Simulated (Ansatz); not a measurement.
**Ligand exchange: C4H9Br + AlH2(SH) → C4H10S + AlH2Br**

Species: C4H9Br (2-bromo-2-methylpropane) `CC(C)(C)Br`, singlet; AlH2(SH), singlet; C4H10S (2-methyl-2-propanethiol) `CC(C)(C)S`, singlet; AlH2Br `[AlH2][Br]`, singlet. The partners trade Br for SH: C–Br and Al–SH bonds give way to C–SH and Al–Br.

Shapes, held fixed at every level: PBE0-D4/def2-TZVP. Flexible molecules stand in one conformer, not always the lowest. Programs: Ansatz 0.2.0. The zero-point and thermal change to 298 K, harmonic and unscaled (PBE0-D4/def2-TZVP), is +1.0 kJ/mol.

```json
{"level": "HF/def2-TZVPP", "kind": "Hartree–Fock", "ΔH(298 K) (kJ/mol)": "-44.9", "less CCSD(T)/def2-TZVPP": "-9.3"}
{"level": "PBE-D4/def2-TZVPP", "kind": "GGA", "ΔH(298 K) (kJ/mol)": "-32.0", "less CCSD(T)/def2-TZVPP": "+3.6"}
{"level": "r2SCAN-D4/def2-TZVPP", "kind": "meta-GGA", "ΔH(298 K) (kJ/mol)": "-34.7", "less CCSD(T)/def2-TZVPP": "+0.9"}
{"level": "wB97M-V/def2-TZVPP", "kind": "range-separated hybrid", "ΔH(298 K) (kJ/mol)": "-39.2", "less CCSD(T)/def2-TZVPP": "-3.6"}
{"level": "B2PLYP/def2-TZVPP", "kind": "double hybrid", "ΔH(298 K) (kJ/mol)": "-35.9", "less CCSD(T)/def2-TZVPP": "-0.3"}
{"level": "CCSD(T)/def2-SVP", "kind": "coupled cluster or CI", "ΔH(298 K) (kJ/mol)": "-45.9", "less CCSD(T)/def2-TZVPP": "-10.3"}
{"level": "CCSD(T)/def2-TZVPP", "kind": "coupled cluster or CI", "ΔH(298 K) (kJ/mol)": "-35.6", "less CCSD(T)/def2-TZVPP": "0.0"}
```

The highest level, CCSD(T)/def2-TZVPP, gives ΔH(298 K) = -35.6 kJ/mol; the levels span -45.9 to -32.0. The column of differences is taken from that level and isn't an error. No measured value is set beside it here. Relativity is left out for Br. Outer-core shells of Br are correlated, in sets that cover them unevenly.

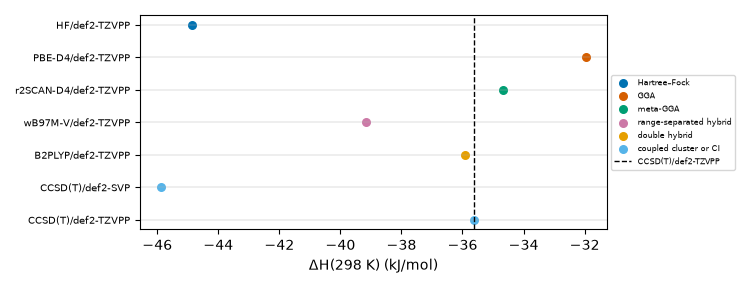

The values of the table, level by level.
